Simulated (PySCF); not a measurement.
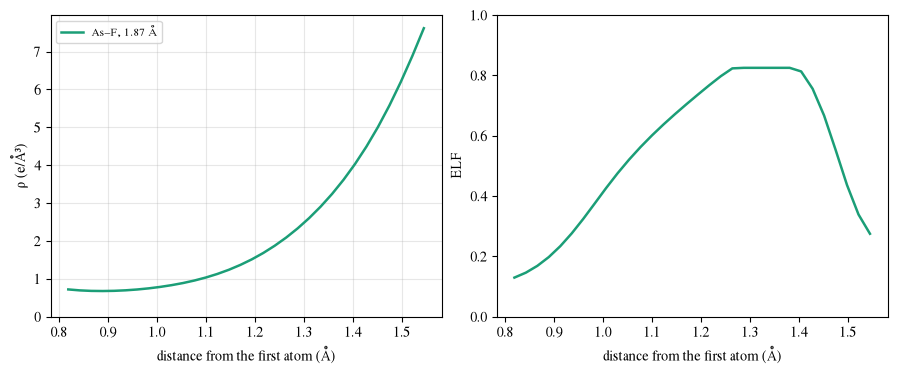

AsF (charge −1, doublet). Total electron density and electron localisation function along straight lines between neighbouring atoms. The curves leave out the atomic cores.

All numbers below come from PySCF 2.14.0, PBE0/aug-cc-pVDZ(-PP), non-relativistic Hamiltonian with scalar-relativistic core potentials where named, at a bond length of 1.873 Å.

```yaml
atoms:
  - { symbol: As, position_ang: [0.0000, 0.0000, -0.3789] }
  - { symbol: F, position_ang: [0.0000, 0.0000, 1.4941] }
```

What can be read from the curves?

Answer. As–F (1.87 Å): ρ is about 0.69 e/Å³ halfway; the ELF peaks at about 0.85 in the valence shell of F, 0.6 Å from its nucleus, and is about 0.30 at the midpoint.
